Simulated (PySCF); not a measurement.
# H4OSi, SMILES `O[SiH3]`: electronic structure

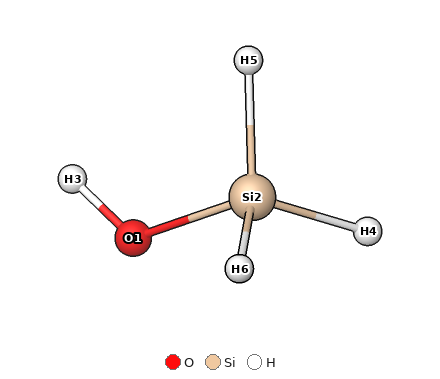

The molecule, with its atoms numbered as below. No frequency check shows the geometry to be a minimum.

Geometry (Å), atoms numbered from 1:

```
O1      -1.0895   -0.1134   -0.0011
Si2      0.5324    0.0112    0.0000
H3      -1.6683    0.6415    0.0047
H4       1.0041   -0.6299   -1.2224
H5       0.9246    1.4215    0.0298
H6       1.0019   -0.6826    1.1959
```

Part 1: Bonding charge

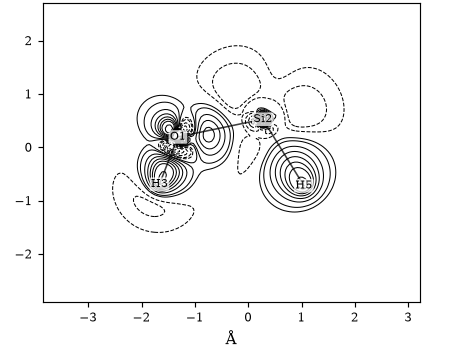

Deformation density (molecule less spherical, spin-averaged free atoms) in the plane of O1, Si2, H3 and H5; contours at ±0.05 to ±0.8 e/Å³; solid lines: gain, dashed lines: loss.

PySCF calculation, ωB97X/def2-TZVP, gas phase; geometry: GFN2-xTB.

**Describe the bonding that the map shows.**

O1–H3: +0.84 e/Å³ at the bond critical point (bond length 0.95 Å, Mayer order 0.9). Si2–H5: +0.24 e/Å³ at the bond critical point (bond length 1.46 Å, Mayer order 1.0). O1–Si2: +0.12 e/Å³ at the bond critical point (bond length 1.63 Å, Mayer order 1.2); up to 0.6 Å beside the axis the gain reaches +0.43 e/Å³. In all, 1.6 electrons gather in the regions of gain relative to the promolecule. A small or negative value marks a very polar bond, one between electron-rich atoms, whose free-atom densities already overlap strongly, a long bond to a heavier atom, or a closed-shell contact such as a hydrogen bond.

**Where do the Hirshfeld charges lie?**

The highest Hirshfeld charge is on Si2 (+0.40 e), the lowest on O1 (−0.32 e).

Part 2: Local ionisation energy

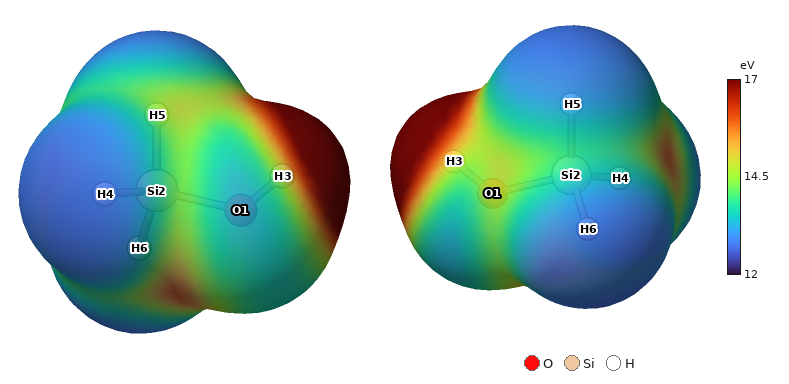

Average local ionisation energy on the surface of electron density 0.001 a.u. (back view left, front view right).

**Where are the most loosely bound electrons on this surface?**

The lowest value is 12.7 eV, 1.5 Å from H6, and at like points elsewhere. Further minima include 13.3 eV, 1.9 Å from O1, and at like points elsewhere. For comparison, the highest occupied orbital lies at −11.1 eV.

Part 3: In an electric field

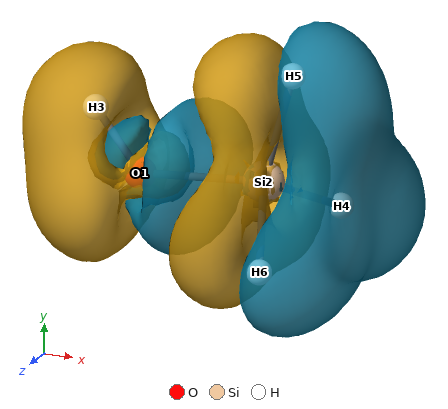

Change of the electron density in a uniform field of 0.21 V/Å, surfaces at ±0.001 e/Å³ (yellow: gain, teal: loss).

Method: ωB97X/def2-TZVP; geometry: GFN2-xTB; program: PySCF. A basis without diffuse functions makes polarisabilities too small.

**Along which Cartesian direction does the field point?**

Along +x: electrons gather on the −x side, against the field.

**What dipole is induced, and what polarisability does it imply?**

The induced dipole is 0.29 D (along the field); α along this axis, from the fields in both directions, is 29 bohr³ (4.3 Å³).

**Which atoms gain and lose the most charge?**

Electrons gather most on O1 (Hirshfeld charge changes by −0.006 e) and leave H4 and H6 alike most (+0.003 e); 0.033 electrons are displaced in all.

Part 4: Removing or adding an electron

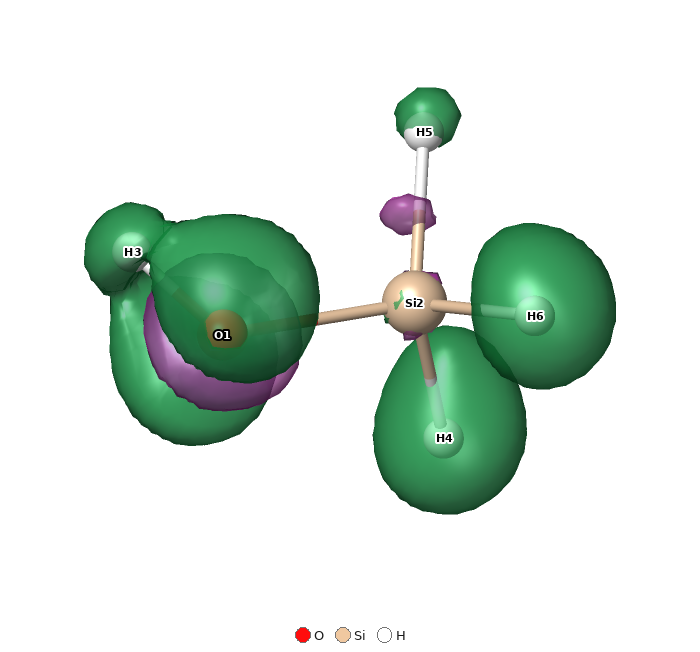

Fukui function f⁻ = ρ(N) − ρ(N−1) at fixed geometry, surfaces at ±0.05 e/Å³ (green positive, purple negative).

**On which atoms does the density change most on removal of an electron?**

f⁻ (Hirshfeld-condensed) is largest on O1 (0.29), Si2 (0.22) and H4 and H6 (0.17 each); the vertical ionisation energy is 11.42 eV. Condensed values hint at sites of electrophilic attack but needn't mark the atom that reacts. Orbital relaxation makes it negative in places (0.14 e in all).

The PySCF runs shown took 7.3 s, 14 s and 43 s on 1 thread of Intel(R) Xeon(R) Platinum 8259CL CPU @ 2.50GHz (Skylake/Cascade Lake), with other jobs on the host.
